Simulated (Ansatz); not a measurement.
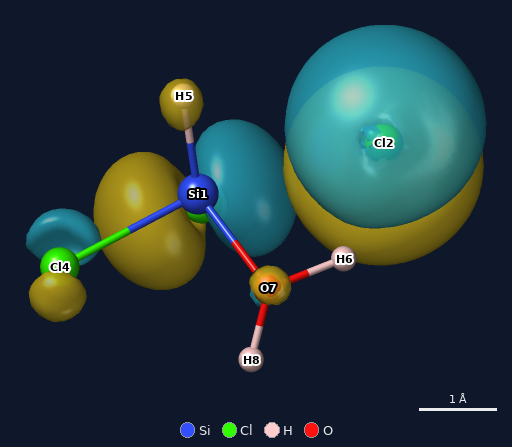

Figure. Cl₂H₃OSi···Cl. The HOMO at ±0.08 Å⁻³ᐟ² (yellow and cyan are the two phases), seen at a tilt.

A transition-state structure; geometry: PBE0-D4/def2-TZVP.

Level of theory: RKS PBE0-D4/def2-TZVPP in Ansatz.

```yaml
atoms:
  - { symbol: Si, position_ang: [-0.2149, 0.1874, -0.6164] }
  - { symbol: Cl, position_ang: [2.2172, -0.1998, -0.0468] }
  - { symbol: Cl, position_ang: [-0.2774, -1.6109, -1.5544] }
  - { symbol: Cl, position_ang: [-2.2547, 0.6383, -0.4745] }
  - { symbol: H, position_ang: [0.2949, 1.3736, -1.2971] }
  - { symbol: H, position_ang: [0.9967, -0.1828, 1.1657] }
  - { symbol: O, position_ang: [-0.0393, 0.1109, 1.1451] }
  - { symbol: H, position_ang: [-0.7226, -0.3167, 1.6785] }
```

> What is the character of this orbital?

Its weight (Hirshfeld) is mainly on Cl2 (about 80 %) and Cl3 (about 15 %); largely a lone pair of Cl2. Its energy is −8.32 eV.
